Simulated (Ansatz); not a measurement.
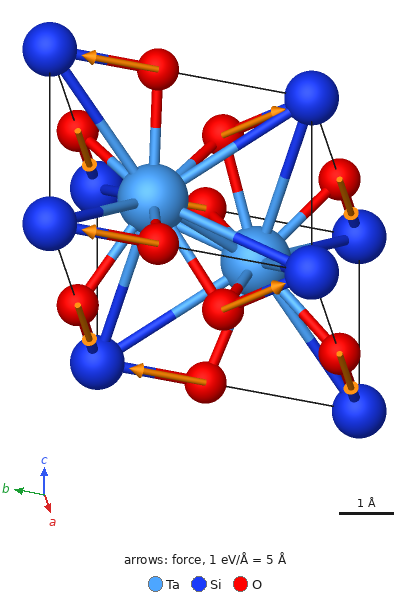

Starting geometry of a crystal of Ta$_{2}$SiO$_{3}$ (a generated structure, set up in P-62m) (coarse preliminary run) with the computed forces as orange arrows. Style: ball-and-stick. Shown: the cell of the calculation, from a free direction.

Level of theory: Ansatz, DFT PBE, scalar-relativistic, plane waves, PAW.

Input
```yaml
crystal:
  lattice:
    - [5.1879465, 0.0, 0.0]
    - [-2.59397325, 4.49289346, 0.0]
    - [0.0, 0.0, 3.75668751]
  atoms:
    - { symbol: Ta, position: [0.33333333, 0.66666667, 0.5] }
    - { symbol: Ta, position: [0.66666667, 0.33333333, 0.5] }
    - { symbol: Si, position: [0.0, 0.0, 0.0] }
    - { symbol: O, position: [0.58685127, 0.0, 0.0] }
    - { symbol: O, position: [0.0, 0.58685127, 0.0] }
    - { symbol: O, position: [0.41314873, 0.41314873, 0.0] }
basis:
  ecutwfc: 420
kpoints:
  mp_grid: { grid: [6, 6, 4] }
hamiltonian:
  xc: pbe
scf:
  occupations: { method: gaussian, width: 0.1 }
  lower_state_search: "off"
output:
  forces: true
  stress: true
  eigenvalues: true
relax:
  adjacent_minimum: "off"
  f_tol: 0.04
  max_steps: 70
  cell: { stress_tol: 0.4 }
```

Run as
```bash
ansatz run input.yaml --threads 1 --pin off --max-ram 2560MiB --backend cpu --events-out ev --progress --plain --runs-dir out
```

Is this structure relaxed? If not, where do the atoms go?

Answer. It isn't relaxed: the largest force vector, on O atoms, is 0.30 eV/Å. The atoms end up moving mostly along the starting forces (cosine between the two patterns 1.00). The largest moves relative to the cell, 0.034 Å, are those of O4, O5 and O6. O6 goes along [−1 −1 0]. Si and Ta stay in place. The volume changes by −19.5 %, with a = b 5.188 → 5.030 Å (−3.0 %), c 3.757 → 3.218 Å (−14.3 %). Some distances before and after: Ta1–Ta1 3.757 → 3.218 Å, Ta1–O4 2.444 → 2.218 Å, Ta1–Si3 3.536 → 3.320 Å, Si3–O4 2.143 → 2.044 Å. Among the angles between lasting bonds that change: Ta1–O6–Ta1 100.4° → 93.0°, Ta1–O6–Ta2 75.6° → 81.8°, Ta1–O6–Ta2 158.8° → 155.5°. The space group stays P-62m (No. 189). Over 6 accepted moves (8 points after the start) the energy falls by 2.403 eV per cell of the calculation. Largest force component: 0.3 eV/Å at the start, 0.0034 eV/Å at the end. The pressure goes from −28.38 to 0.00 GPa. At 2 points the geometry stayed and the basis and grid were re-selected for the new cell (energy shift of 15.7 meV per cell of the calculation at most each time).
